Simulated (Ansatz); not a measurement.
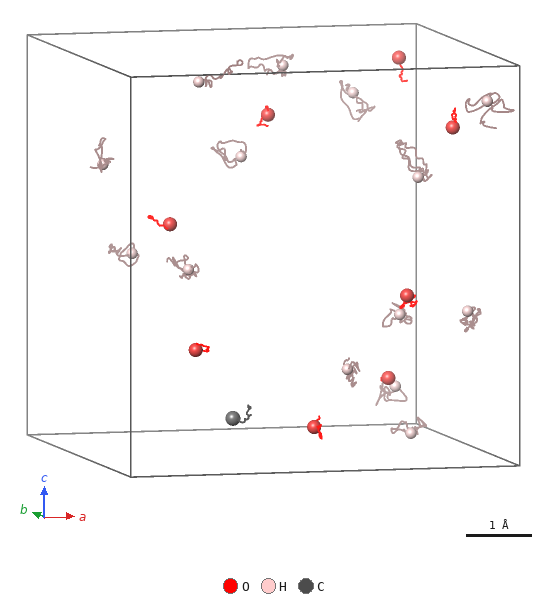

First-principles dynamics of a periodic cell with 6 H2O + 1 HCOOH at 1.053 g/cm³, 150 fs long. Lines trace each atom's path, in the colour of its element; spheres stand at the starting positions. Seen slightly off an axis in the simulation cell.

All numbers below come from Ansatz 0.2.0, DFT PBE-D3(BJ), scalar-relativistic, plane waves, PAW. Run with plane-wave cutoff 420 eV; k-point mesh 1 × 1 × 1; Fermi-Dirac smearing 0.02 eV; Langevin thermostat (NVT); set temperature 300 K; time step 0.5 fs; friction 0.02 per fs.

Describe the motion.

Root-mean-square distances from the starting positions over the second half, with the common drift of all atoms taken out: C 0.46 Å, H 0.43 Å, O 0.23 Å. The heavy atoms stay within a fraction of a molecule's size of their starting places; so short a run doesn't tell a liquid from a solid. Over the second half the temperature averages 285 K (spread ±34 K). The potential energy in the second half lies on average 31.8 meV per atom above the first frame.

Limits of the set-up: the periodic images lie only 6.2 Å apart, so the values are limited by the cell's size.
